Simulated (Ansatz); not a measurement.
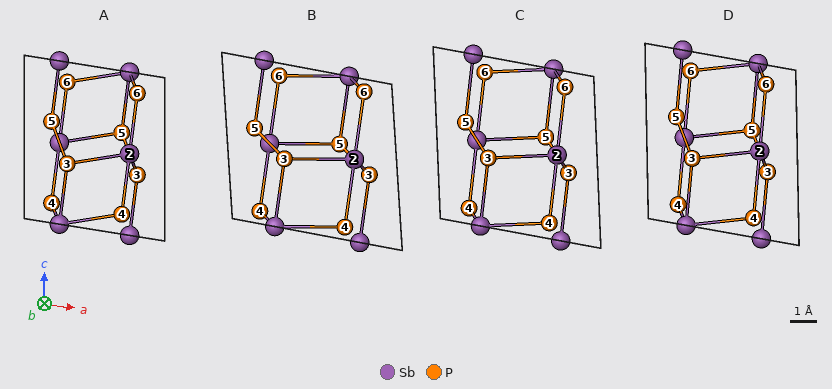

4 geometries from one relaxation of crystalline SbP2 (a generated structure, set up in C2/c) (coarse preliminary run), in shuffled order. Style: ball-and-stick. Shown: the conventional cell (2 times the calculation's cell), along the b axis. Lengths and directions refer to the drawn axes.

These are results of DFT PBE, scalar-relativistic, plane waves, PAW (Ansatz 0.2.0), not measurements. (plane-wave cutoff 420 eV; k-point mesh 4 × 4 × 4; occupations gaussian; smearing width 0.1 eV; no spin polarisation; cell and atoms relaxed; force threshold 0.04 eV/Å; at most 70 steps)

> Order the frames from highest to lowest energy.

A, D, C, B. They are steps 0, 2, 7, 14, at +3.618 eV per cell of the calculation, +0.473 eV per cell of the calculation, +0.140 eV per cell of the calculation relative to the last. The largest moves relative to the cell, 0.31 Å, are those of P atoms. Sb stays in place. The drawn cell changes as follows: a 5.597 → 6.809 Å (+21.7 %), b 5.812 → 6.710 Å (+15.5 %), c 6.429 → 6.557 Å (+2.0 %), β 99.1° → 104.3°; the volume changes by +40.6 %. Among the contacts that change: P–P 2.929 → 3.592 Å, P–Sb 2.473 → 2.841 Å, P–Sb 2.474 → 2.770 Å, P–Sb 2.558 → 2.832 Å. Bond angles that change, for instance: Sb–P–P 91.5° → 114.0°, Sb–P–P 125.3° → 109.4°, Sb–P–Sb 122.3° → 113.5°. The space group stays C2/c (No. 15). After 10 accepted moves (14 points after the start) the energy has fallen by 3.618 eV per cell of the calculation. Largest force component: 1 eV/Å at the start, 0.024 eV/Å at the end. Pressure: 33.98 GPa at the start and 0.01 GPa at the end. The line search rejected the trial steps at points 6, 12 of the run. At 2 points the geometry stayed and the basis and grid were re-selected for the new cell (energy shift of 87.6 meV per cell of the calculation at most each time).

Limits of the set-up: the k-point mesh is coarse for a cell with partly filled bands.
